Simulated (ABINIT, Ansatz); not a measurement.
**Sr2SiS4 (P2_1/m): G0W0 on several meshes in ABINIT**

Aim: the GW shift of Sr2SiS4 (P2_1/m) against the k mesh.

Method: LDA and many-body steps on it, plane waves, in ABINIT 10.8.3.

**1. Set-up**

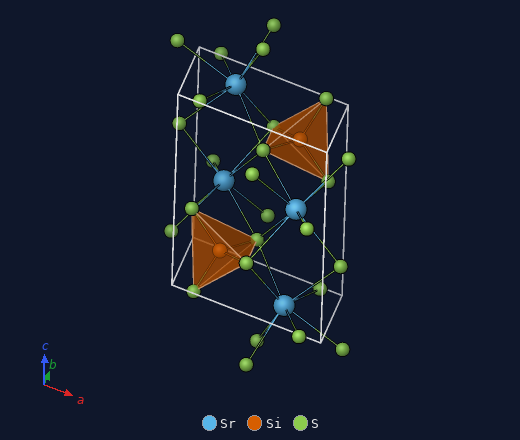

The starting structure, seen slightly off an axis (strontium blue, silicon orange, sulfur green). Some periodic images of atoms are drawn too.

As a file:

```cif
data_structure
_symmetry_space_group_name_H-M 'P 1'
_symmetry_Int_Tables_number 1
_cell_length_a 6.6087
_cell_length_b 6.6595
_cell_length_c 8.2623
_cell_angle_alpha 90.000
_cell_angle_beta 108.216
_cell_angle_gamma 90.000
_cell_volume 345.41
loop_
_atom_site_label
_atom_site_type_symbol
_atom_site_fract_x
_atom_site_fract_y
_atom_site_fract_z
_atom_site_occupancy
Sr1 Sr 0.28367 0.75000 0.95181 1
Sr2 Sr 0.71633 0.25000 0.04819 1
Sr3 Sr 0.22483 0.75000 0.42926 1
Sr4 Sr 0.77517 0.25000 0.57074 1
Si5 Si 0.72130 0.75000 0.79685 1
Si6 Si 0.27870 0.25000 0.20315 1
S7 S 0.88645 0.75000 0.06158 1
S8 S 0.11355 0.25000 0.93842 1
S9 S 0.91690 0.75000 0.63567 1
S10 S 0.08310 0.25000 0.36433 1
S11 S 0.51038 0.50197 0.73725 1
S12 S 0.48962 0.00197 0.26275 1
S13 S 0.48962 0.49803 0.26275 1
S14 S 0.51038 0.99803 0.73725 1
```

The cell and positions are those that the Materials Project relaxed with its own functionals (PBE, PBE+U or r2SCAN), kept fixed.

**2. Empty states on the mesh, 2×2×2 mesh, 644 bands**

This step: ABINIT 10.8.3; DFT, LDA, plane waves, norm-conserving pseudopotentials.

The sums over transitions need many empty states on a uniform mesh; this step solves for them.

File run.abi:

```
acell 3*1.0 Angstrom
rprim 
  6.608739210500 0.000000000000 -0.000000000000
  0.000000000000 6.659542380000 0.000000000000
  -2.582748258700 0.000000000000 7.848229828000
ntypat 3
znucl 38 14 16
natom 14
typat 1 1 1 1 2 2 3 3 3 3 3 3 3 3
xred 
  0.283671200000 0.750000000000 0.951809120000
  0.716328800000 0.250000000000 0.048190880000
  0.224829900000 0.750000000000 0.429263770000
  0.775170100000 0.250000000000 0.570736230000
  0.721301030000 0.750000000000 0.796846200000
  0.278698970000 0.250000000000 0.203153800000
  0.886453430000 0.750000000000 0.061575940000
  0.113546570000 0.250000000000 0.938424060000
  0.916900480000 0.750000000000 0.635667980000
  0.083099520000 0.250000000000 0.364332020000
  0.510384140000 0.501966720000 0.737248200000
  0.489615860000 0.001966720000 0.262751800000
  0.489615860000 0.498033280000 0.262751800000
  0.510384140000 0.998033280000 0.737248200000
pp_dirpath "pseudos"
pseudos "Sr.upf, Si.upf, S.upf"
ecut 28
ngkpt 2 2 2
nshiftk 1
shiftk 0 0 0
kptopt 1
chksymbreak 0
iscf -2
irdden 1
istwfk *1
nband 644
nbdbuf 58
tolwfr 1e-09
nstep 60
prtvol 0
indata_prefix "in"
outdata_prefix "out"
tmpdata_prefix "tmp"
```

The run is started by

```console
$ OMP_NUM_THREADS=2 mpirun -n 8 abinit run.abi > log
```

Numbers of over 12 decimals in the logs are rounded to 6 here.

The log of the run:

```text
.Version 10.8.3 of ABINIT. v10.8.2 released Aug 2026.

 Symmetries : space group P2_1/m (# 11); Bravais mP (primitive monocl.)
[... echo of the input left out ...]
== DATASET  1 ==================================================================
-   mpi_nproc: 8, omp_nthreads: 2 (-1 if OMP is not activated)

--- !DatasetInfo
iteration_state: {dtset: 1, }
dimensions: {natom: 14, nkpt: 8, mband: 644, nsppol: 1, nspinor: 1, nspden: 1, mpw: 16528, }
cutoff_energies: {ecut:  28.0, pawecutdg:  -1.0, }
[...]
2.84656    2.85125    2.85158    2.85379    2.85923    2.86447    2.86694    2.86953
   2.87020    2.87204    2.87826    2.87920    2.88253    2.88888    2.89202    2.89428
   2.89894    2.90671    2.90850    2.91070
 prteigrs : prtvol=0 or 1, do not print more k-points.

== END DATASET(S) ==============================================================
================================================================================

 -outvars: echo values of variables after computation  --------
            nband         644
             nkpt           8
          spgroup          11
 [... the other variables as echoed above ...]

 Calculation completed.
```

Run time: 24 min. Hardware: 8 MPI ranks of Arm Neoverse N1, shared host; peak memory 2.6 GiB.

This step gave:

| Item | Value |
| --- | --- |
| gap | 2.767 eV |
| k of the valence top | 0, 0, 0 |
| k of the conduction bottom | 0.5, 0, 0 |
| least direct gap | 2.952 eV |
| k points computed | 8 |
| lowest point of the top converged band, above the valence top | 69.3191 eV |

On this mesh the gap is 2.767 eV.

The density comes from a self-consistent run that is not shown.

**3. Screening, 2×2×2 mesh, 267 bands, screening to 114.3 eV**

The RPA dielectric matrix is built and inverted for each q.

This step: RPA screening on LDA, plane waves, norm-conserving pseudopotentials.

Changes to run.abi since step 2:

```diff
@@ -32,10 +32,11 @@
 chksymbreak 0
-iscf -2
-irdden 1
 istwfk *1
-nband 644
-nbdbuf 58
-tolwfr 1e-09
-nstep 60
-prtvol 0
+occopt 1
+irdwfk 1
+optdriver 3
+nband 267
+ecuteps 4.2
+inclvkb 2
+awtr 1
+symchi 1
 indata_prefix "in"
```

The run is started by

```console
$ OMP_NUM_THREADS=1 mpirun -n 16 abinit run.abi > log
```

The log of the run:

```text
.Version 10.8.3 of ABINIT. v10.8.2 released Aug 2026.

 Symmetries : space group P2_1/m (# 11); Bravais mP (primitive monocl.)
[... echo of the input left out ...]
== DATASET  1 ==================================================================
-   mpi_nproc: 16, omp_nthreads: 1 (-1 if OMP is not activated)

--- !DatasetInfo
iteration_state: {dtset: 1, }
dimensions: {natom: 14, nkpt: 8, mband: 267, nsppol: 1, nspinor: 1, nspden: 1, mpw: 16528, }
cutoff_energies: {ecut:  28.0, pawecutdg:  -1.0, }
electrons: {nelect:   9.60000000E+01, charge:   0.00000000E+00, occopt:   1.00000000E+00, tsmear:   1.00000000E-02, }

 SCREENING: Calculation of the susceptibility and dielectric matrices

 Based on a program developped by R.W. Godby, V. Olevano, G. Onida, and L. Reining.
 Incorporated in ABINIT by V. Olevano, G.-M. Rignanese, and M. Torrent.
.Using double precision arithmetic ; gwpc =  8

[... cell and pseudopotentials left out ...]
--------------------------------------------------------------------------------

 ==== K-mesh for the wavefunctions ====
 Number of points in the irreducible wedge :     8
[... list of points left out ...]
 Together with  4 symmetry operations and time-reversal symmetry
 yields     8 points in the full Brillouin Zone.

 ==== Q-mesh for the screening function ====
 Number of points in the irreducible wedge :     8
[... list of points left out ...]
 Together with  4 symmetry operations and time-reversal symmetry
 yields     8 points in the full Brillouin Zone.

 setmesh: FFT mesh size selected  =    45x   48x   54
          total number of points  =       116640

 vcoul_init : cutoff-mode = AUXILIARY_FUNCTION
 q-points for optical limit:   1
     1)      0.000010    0.000020    0.000030

- screening: taking advantage of time-reversal symmetry
- Maximum band index for partially occupied states nbvw = 48
- Remaining bands to be divided among processors   nbcw = 219
- Number of bands treated by each node ~13

 Number of electrons calculated from density =   96.0000; Expected =   96.0000
 average of density, n =  0.041185
 r_s =    1.7963
 omega_plasma =   19.5761 [eV]

 calculating chi0 at frequencies [eV] :
  1    0.000000E+00    0.000000E+00
  2    0.000000E+00    1.957607E+01

--------------------------------------------------------------------------------
  q-point number  1        q = ( 0.000000, 0.000000, 0.000000) [r.l.u.]
--------------------------------------------------------------------------------
[... chi0 elements left out ...]
 For q-point:  0.000010 0.000020 0.000030
  dielectric constant =   4.8591
  dielectric constant without local fields =   5.9158

  Average fulfillment of the sum rule on Im[epsilon] for q-point    1 :     68.37  [%]
[... wings left out ...]
  q-point number  2        q = ( 0.500000, 0.000000, 0.000000) [r.l.u.]
--------------------------------------------------------------------------------
[... chi0 elements left out ...]
  Average fulfillment of the sum rule on Im[epsilon] for q-point    2 :     72.35  [%]

 [... 6 further q-points ...]
```

The job ended after 14 min (16 MPI ranks; peak memory 21 GiB).

Numbers from this step:

```
ε∞ with local fields, on this mesh, along the program's q direction : 4.859
the same without local fields                                       : 5.916
plasma frequency                                                    : 19.58 eV
plane waves in the screening matrix                                 : 951
```

Local fields lower ε∞ by 18 %. On a Γ-centred mesh this coarse the value itself is usually too large, while a short band sum pulls it down.

**4. 2×2×2**

The self-energy is evaluated for the states that the input lists, and the levels follow from it, in one-shot runs by the linearised quasiparticle equation.

This step: G0W0 on LDA, plane waves, norm-conserving pseudopotentials.

Changes to run.abi since step 3:

```diff
@@ -35,8 +35,17 @@
 irdwfk 1
-optdriver 3
+optdriver 4
 nband 267
+gwcalctyp 0
+ecutsigx 28
+symsigma 1
+nkptgw 2
+kptgw 
+  0.0000000000 0.0000000000 0.0000000000
+  0.5000000000 0.0000000000 0.0000000000
+bdgw 
+  47 50
+  47 50
 ecuteps 4.2
-inclvkb 2
-awtr 1
-symchi 1
+irdscr 1
+ppmodel 1
 indata_prefix "in"
```

The log of the run:

```text
.Version 10.8.3 of ABINIT. v10.8.2 released Aug 2026.

 Symmetries : space group P2_1/m (# 11); Bravais mP (primitive monocl.)
[... echo of the input left out ...]
== DATASET  1 ==================================================================
-   mpi_nproc: 16, omp_nthreads: 1 (-1 if OMP is not activated)

--- !DatasetInfo
iteration_state: {dtset: 1, }
dimensions: {natom: 14, nkpt: 8, mband: 267, nsppol: 1, nspinor: 1, nspden: 1, mpw: 16528, }
cutoff_energies: {ecut:  28.0, pawecutdg:  -1.0, }
electrons: {nelect:   9.60000000E+01, charge:   0.00000000E+00, occopt:   1.00000000E+00, tsmear:   1.00000000E-02, }

 SIGMA: Calculation of the GW corrections

 Based on a program developped by R.W. Godby, V. Olevano, G. Onida, and L. Reining.
 Incorporated in ABINIT by V. Olevano, G.-M. Rignanese, and M. Torrent.
.Using double precision arithmetic ; gwpc =  8

[... cell and pseudopotentials left out ...]
--------------------------------------------------------------------------------

 ==== K-mesh for the wavefunctions ====
 Number of points in the irreducible wedge :     8
[... list of points left out ...]
 Together with  4 symmetry operations and time-reversal symmetry
 yields     8 points in the full Brillouin Zone.

 ==== Q-mesh for screening function ====
 Number of points in the irreducible wedge :     8
[... list of points left out ...]
 Together with  4 symmetry operations and time-reversal symmetry
 yields     8 points in the full Brillouin Zone.

 vcoul_init : cutoff-mode = AUXILIARY_FUNCTION
 q-points for optical limit:   1
     1)      0.000010    0.000020    0.000030
 setmesh: FFT mesh size selected  =    60x   60x   72
          total number of points  =       259200

 Number of electrons calculated from density =   96.0000; Expected =   96.0000
 average of density, n =  0.041185
 r_s =    1.7963
 omega_plasma =   19.5761 [eV]

 === KS Band Gaps ===
  >>>> For spin  1
   Minimum direct gap =   2.9522 [eV], located at k-point      :   0.5000  0.0000  0.0000
   Fundamental gap    =   2.7666 [eV], Top of valence bands at :   0.0000  0.0000  0.0000
                                       Bottom of conduction at :   0.5000  0.0000  0.0000
 SIGMA fundamental parameters:
 PLASMON POLE MODEL  1
 number of plane-waves for SigmaX                16459
 number of plane-waves for SigmaC and W            951
 number of plane-waves for wavefunctions         16459
 number of bands                                   267
 number of independent spin polarizations            1
 number of spinorial components                      1
 number of k-points in IBZ                           8
 number of q-points in IBZ                           8
 number of symmetry operations                       4
 number of k-points in BZ                            8
 number of q-points in BZ                            8
 number of frequencies for dSigma/dE                 9
 frequency step for dSigma/dE [eV]                0.25
 number of omega for Sigma on real axis              0
 max omega for Sigma on real axis  [eV]           0.00
 zcut for avoiding poles [eV]                     0.10

 EPSILON^-1 parameters (SCR file):
 dimension of the eps^-1 matrix on file            951
 dimension of the eps^-1 matrix used               951
 number of plane-waves for wavefunctions         16459
 number of bands                                   267
 number of q-points in IBZ                           8
 number of frequencies                               2
 number of real frequencies                          1
 number of imag frequencies                          1

 matrix elements of self-energy operator (all in [eV])

 Perturbative Calculation

--- !SelfEnergy_ee
iteration_state: {dtset: 1, }
kpoint     : [   0.000,    0.000,    0.000, ]
spin       : 1
KS_gap     :    3.139
QP_gap     :    4.671
Delta_QP_KS:    1.531
data: !SigmaeeData |
     Band     E0 <VxcDFT>   SigX SigC(E0)      Z dSigC/dE  Sig(E)    E-E0       E
       47   3.591 -12.965 -15.876   2.262   0.786  -0.273 -13.475  -0.510   3.081
       48   3.808 -12.880 -15.746   2.197   0.784  -0.275 -13.405  -0.525   3.283
       49   6.948  -9.881  -5.386  -3.266   0.818  -0.222  -8.875   1.006   7.954
       50   7.243  -9.945  -5.093  -3.272   0.825  -0.212  -8.641   1.305   8.548

--- !SelfEnergy_ee
iteration_state: {dtset: 1, }
kpoint     : [   0.500,    0.000,    0.000, ]
spin       : 1
KS_gap     :    2.952
QP_gap     :    4.696
Delta_QP_KS:    1.744
data: !SigmaeeData |
     Band     E0 <VxcDFT>   SigX SigC(E0)      Z dSigC/dE  Sig(E)    E-E0       E
       47   3.570 -12.732 -15.644   2.241   0.784  -0.275 -13.258  -0.526   3.044
       48   3.623 -13.021 -15.912   2.254   0.786  -0.272 -13.521  -0.501   3.122
       49   6.575  -9.763  -5.121  -3.136   0.825  -0.212  -8.520   1.243   7.818
       50   6.981 -10.009  -5.529  -3.146   0.818  -0.222  -8.918   1.091   8.073

== END DATASET(S) ==============================================================
================================================================================

 -outvars: echo values of variables after computation  --------
           etotal      0.0000000000E+00
            nband         267
             nkpt           8
          spgroup          11
 [... the other variables as echoed above ...]

 Calculation completed.
```

Wall time 1.7 min (16 MPI ranks); peak memory 14 GiB; 28 min of CPU time.

Numbers from this step:

```yaml
g0w0_gap_on_the_points_computed: 4.535 eV
starting_gap_on_the_mesh: 2.767 eV
k_of_the_valence_top: 0, 0, 0
k_of_the_conduction_bottom: 0.5, 0, 0
z_at_the_valence_top: 0.784
z_at_the_conduction_bottom: 0.825
least_direct_g0w0_gap_on_the_computed_points: 4.671 eV
```

The gap on the mesh goes from 2.77 eV to 4.54 eV, a correction of +1.77 eV.

**5. Empty states on the mesh, 2×1×1 mesh, 293 bands**

This step: DFT, LDA, plane waves, norm-conserving pseudopotentials.

Changes to run.abi since step 4:

```diff
@@ -27,3 +27,3 @@
 ecut 28
-ngkpt 2 2 2
+ngkpt 2 1 1
 nshiftk 1
@@ -32,20 +32,10 @@
 chksymbreak 0
+iscf -2
+irdden 1
 istwfk *1
-occopt 1
-irdwfk 1
-optdriver 4
-nband 267
-gwcalctyp 0
-ecutsigx 28
-symsigma 1
-nkptgw 2
-kptgw 
-  0.0000000000 0.0000000000 0.0000000000
-  0.5000000000 0.0000000000 0.0000000000
-bdgw 
-  47 50
-  47 50
-ecuteps 4.2
-irdscr 1
-ppmodel 1
+nband 293
+nbdbuf 26
+tolwfr 1e-09
+nstep 60
+prtvol 0
 indata_prefix "in"
```

The run is started by

```console
$ OMP_NUM_THREADS=8 mpirun -n 2 abinit run.abi > log
```

The log of the run:

```text
.Version 10.8.3 of ABINIT. v10.8.2 released Aug 2026.

 Symmetries : space group P2_1/m (# 11); Bravais mP (primitive monocl.)
[... echo of the input left out ...]
== DATASET  1 ==================================================================
-   mpi_nproc: 2, omp_nthreads: 8 (-1 if OMP is not activated)

--- !DatasetInfo
iteration_state: {dtset: 1, }
dimensions: {natom: 14, nkpt: 2, mband: 293, nsppol: 1, nspinor: 1, nspden: 1, mpw: 16528, }
cutoff_energies: {ecut:  28.0, pawecutdg:  -1.0, }
[...]
1.47799    1.48152    1.48727    1.49197    1.50132    1.50636    1.50683    1.51955
   1.51999    1.52360    1.53026    1.53340    1.53457    1.53899    1.53939    1.54947
   1.55452    1.56268    1.56375    1.56800    1.57357
 prteigrs : prtvol=0 or 1, do not print more k-points.

== END DATASET(S) ==============================================================
================================================================================

 -outvars: echo values of variables after computation  --------
            nband         293
             nkpt           2
          spgroup          11
 [... the other variables as echoed above ...]

 Calculation completed.
```

The job ended after 3.6 min (2 MPI ranks; peak memory 0.35 GiB).

This step gave:

```yaml
gap: 2.767 eV
k_of_the_valence_top: 0, 0, 0
k_of_the_conduction_bottom: 0.5, 0, 0
least_direct_gap: 2.952 eV
k_points_computed: 2
lowest_point_of_the_top_converged_band_above_the_valence_top: 35.48 eV
```

On this mesh the gap is 2.767 eV.

**6. Screening, 2×1×1 mesh, 267 bands, screening to 114.3 eV**

This step: RPA screening on LDA, plane waves, norm-conserving pseudopotentials.

Changes to run.abi since step 5:

```diff
@@ -32,10 +32,11 @@
 chksymbreak 0
-iscf -2
-irdden 1
 istwfk *1
-nband 293
-nbdbuf 26
-tolwfr 1e-09
-nstep 60
-prtvol 0
+occopt 1
+irdwfk 1
+optdriver 3
+nband 267
+ecuteps 4.2
+inclvkb 2
+awtr 1
+symchi 1
 indata_prefix "in"
```

The run is started by

```console
$ OMP_NUM_THREADS=1 mpirun -n 16 abinit run.abi > log
```

The log of the run:

```text
.Version 10.8.3 of ABINIT. v10.8.2 released Aug 2026.

 Symmetries : space group P2_1/m (# 11); Bravais mP (primitive monocl.)
[... echo of the input left out ...]
== DATASET  1 ==================================================================
-   mpi_nproc: 16, omp_nthreads: 1 (-1 if OMP is not activated)

--- !DatasetInfo
iteration_state: {dtset: 1, }
dimensions: {natom: 14, nkpt: 2, mband: 267, nsppol: 1, nspinor: 1, nspden: 1, mpw: 16528, }
cutoff_energies: {ecut:  28.0, pawecutdg:  -1.0, }
electrons: {nelect:   9.60000000E+01, charge:   0.00000000E+00, occopt:   1.00000000E+00, tsmear:   1.00000000E-02, }

 SCREENING: Calculation of the susceptibility and dielectric matrices

 Based on a program developped by R.W. Godby, V. Olevano, G. Onida, and L. Reining.
 Incorporated in ABINIT by V. Olevano, G.-M. Rignanese, and M. Torrent.
.Using double precision arithmetic ; gwpc =  8

[... cell and pseudopotentials left out ...]
--------------------------------------------------------------------------------

 ==== K-mesh for the wavefunctions ====
 Number of points in the irreducible wedge :     2
[... list of points left out ...]
 Together with  4 symmetry operations and time-reversal symmetry
 yields     2 points in the full Brillouin Zone.

 ==== Q-mesh for the screening function ====
 Number of points in the irreducible wedge :     2
[... list of points left out ...]
 Together with  4 symmetry operations and time-reversal symmetry
 yields     2 points in the full Brillouin Zone.

 setmesh: FFT mesh size selected  =    45x   48x   54
          total number of points  =       116640

 vcoul_init : cutoff-mode = AUXILIARY_FUNCTION
 q-points for optical limit:   1
     1)      0.000010    0.000020    0.000030

- screening: taking advantage of time-reversal symmetry
- Maximum band index for partially occupied states nbvw = 48
- Remaining bands to be divided among processors   nbcw = 219
- Number of bands treated by each node ~13

 Number of electrons calculated from density =   96.0000; Expected =   96.0000
 average of density, n =  0.041185
 r_s =    1.7963
 omega_plasma =   19.5761 [eV]

 calculating chi0 at frequencies [eV] :
  1    0.000000E+00    0.000000E+00
  2    0.000000E+00    1.957607E+01

--------------------------------------------------------------------------------
  q-point number  1        q = ( 0.000000, 0.000000, 0.000000) [r.l.u.]
--------------------------------------------------------------------------------
[... chi0 elements left out ...]
 For q-point:  0.000010 0.000020 0.000030
  dielectric constant =   5.9106
  dielectric constant without local fields =   7.1461

  Average fulfillment of the sum rule on Im[epsilon] for q-point    1 :     68.14  [%]
[... wings left out ...]
  q-point number  2        q = ( 0.500000, 0.000000, 0.000000) [r.l.u.]
--------------------------------------------------------------------------------
[... chi0 elements left out ...]
  Average fulfillment of the sum rule on Im[epsilon] for q-point    2 :     72.18  [%]

== END DATASET(S) ==============================================================
================================================================================

 -outvars: echo values of variables after computation  --------
           etotal      0.0000000000E+00
            nband         267
             nkpt           2
          spgroup          11
 [... the other variables as echoed above ...]

 Calculation completed.
```

Run time: 1.7 min. Hardware: 16 MPI ranks; peak memory 9.6 GiB; 28 min of CPU time.

Numbers from this step:

```yaml
eps_infinity_with_local_fields_on_this_mesh_along_the_program_s_q_direction: 5.911
the_same_without_local_fields: 7.146
plasma_frequency: 19.58 eV
plane_waves_in_the_screening_matrix: 951
```

(Part 1 of 2 ends here.)

[Paths, hosts, dates, memory and timing lines, banners, echoed tables and standing remarks are left out of the program output.]

[Logs are printed without paths, hosts, clocks, repeated set-up lines and the standing remarks that a program may print on its own settings, such as how far it seeks lower states.]

[Runs of the session that timed out or met a known fault of the program may be left out.]

[Hosts, paths, dates, database ids (printed as entryN), source tags and the programs' standing remarks are cut or masked in the printed files.]

[G0W0 gaps are taken among the corrected bands and points alone; a level outside them can change the order at an edge.]

[Where Ansatz stands beside ABINIT at settings called matched, ABINIT's density can come from a denser mesh and the files from another edition; pairs whose starting gaps differed by over 0.03 eV were left out, so agreement reads better than it is.]
